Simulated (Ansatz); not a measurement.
```xyz
7

Si   -0.6076    0.4330   -0.7868
Br    0.9909   -1.8955    1.9442
F    -1.3011    1.2111   -1.9708
F    -1.5188    0.5984    0.4878
H    -0.4615   -0.9791   -1.1389
H     1.7135   -0.6727    1.8871
Cl    1.1846    1.3047   -0.4226
```

The product side of a reaction path; geometry: PBE0-D4/def2-TZVP; a saddle point, not a minimum.

All numbers below come from RKS PBE0-D4/def2-TZVPP in Ansatz.

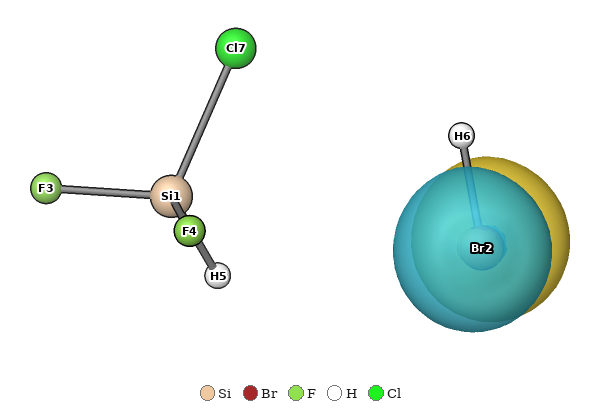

ClF$_{2}$HSi···HBr. The HOMO at ±0.2 Å⁻³ᐟ² (yellow and cyan are the two phases), seen across its widest extent.

Describe this orbital and give its energy.

Answer. By Hirshfeld shares it lies mainly on Br2 (about 95 %); largely a lone pair of Br2. Its energy is −8.90 eV.
